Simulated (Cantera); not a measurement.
Feed: 1 mol Si, 1.8 mol HCl, 18 mol H2, equilibrated at 250000 Pa.

Method: chemical equilibrium by Gibbs-energy minimisation in Cantera with the NASA 1993 tables (ideal gas, pure condensed phases). Candidate condensed phases: Si; 19 gas species. The tables' values for SiCl3 are old estimates; treat these amounts as uncertain. Kinetics and transport are ignored.

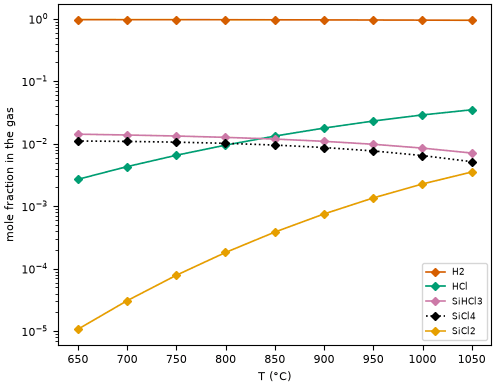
Figure. Equilibrium gas composition (values under 1e-9 drawn at 1e-9)

From 650 °C to 1050 °C the condensed part is Si(s). The main Si-bearing gas is SiHCl3 throughout. The share of Si in condensed phases is highest at 1050 °C (62.8 %) and lowest at 650 °C (47.6 %).
